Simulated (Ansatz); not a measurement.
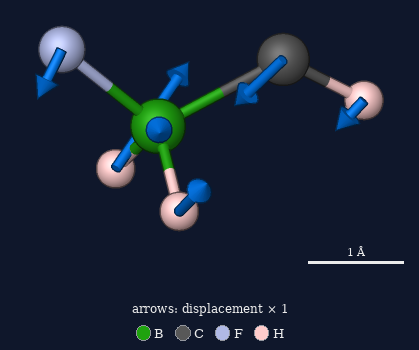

This is a relaxation of CH3BF (multiplicity 2). The starting structure is drawn; blue arrows show the displacements, at their true length. The two geometries are superimposed by the best rigid fit.

The picture is a ball-and-stick view, seen at a tilt.

It is one of the separated reactants of a reaction.

These are results of UKS PBE-D4/def2-SVP in Ansatz 0.2.0, not measurements.

Input file:
```yaml
crystal:
  periodic: [false, false, false]
  atoms:
    - {symbol: B, position_ang: [0.368855, 0.141425, 0.172972]}
    - {symbol: C, position_ang: [-0.803797, -0.774631, -0.193803]}
    - {symbol: F, position_ang: [1.383663, -0.424296, 1.023692]}
    - {symbol: H, position_ang: [-1.635742, -0.532245, -0.804308]}
    - {symbol: H, position_ang: [0.873584, 0.506411, -0.793741]}
    - {symbol: H, position_ang: [-0.041626, 1.086478, 0.683737]}
basis:
  gaussian: {orbitals: def2-SVP}
magnetization: {spin_polarized: true, initial_magnetization: 1}
hamiltonian: {xc: pbe, dispersion: d4}
relax: {f_tol: 0.03, max_steps: 250}
```

Command:
```bash
ansatz run in.yaml --threads 2 --pin off --events-out ev --progress --plain --max-ram 4352MiB
```

Which element moves most?

Hydrogen: up to 1.55 Å, against 0.85 Å for carbon.

What did the optimiser do to the structure, and how much energy did it gain?

H5 moves most after the best rigid fit: 1.55 Å. Largest moves by element: H 1.55 Å, C 0.85 Å, F 0.59 Å, B 0.51 Å. Near-neighbour distances that change, for instance: B1–H5 1.150 → 2.329 Å, C2–H5 2.194 → 1.105 Å, B1–F3 1.440 → 1.343 Å, B1–H6 1.150 → 1.220 Å. New bonds form: C2–H5 (2.19 → 1.10 Å). Bonds break: B1–H5 (1.15 → 2.33 Å). Bond angles that change, for instance: C2–B1–H6 108.9° → 123.8°, F3–B1–H6 108.2° → 117.0°, B1–C2–H4 127.0° → 122.5°. Over 20 accepted moves (21 points after the start) the energy falls by 3.735 eV. Largest force component: 4.8 eV/Å at the start, 0.0041 eV/Å at the end. The line search rejected the trial step at point 13 of the run. Cost: 22 s on 2 threads of Arm Neoverse V2, with other jobs on the host.
